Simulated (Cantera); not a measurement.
Feed: 1 mol SiHCl₃, 0.11 mol HCl, 150 mol N₂, at 1 atm.

These are equilibrium values from Cantera (NASA tables, ideal gas, pure condensed phases), not measurements of a reactor. Candidate condensed phases: NH₄Cl, Si, Si₃N₄; 28 gas species. N₂ is the only nitrogen source here; it is nearly inert below about 1500 K, so the nitride shown seldom forms there in practice. The tables' values for SiCl₃ are old estimates; treat these amounts as uncertain. Rates play no part.

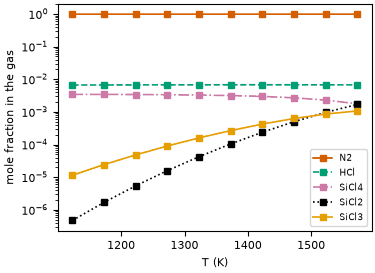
Figure. Equilibrium gas composition (values under 1e-9 drawn at 1e-9)

Question: Read off the mole fractions at 1123 K.

Answer: N₂ about 0.99, HCl about 0.0067, SiCl₄ about 0.0035, SiCl₃ about 1.1e-5, SiCl₂ about 4.7e-7.
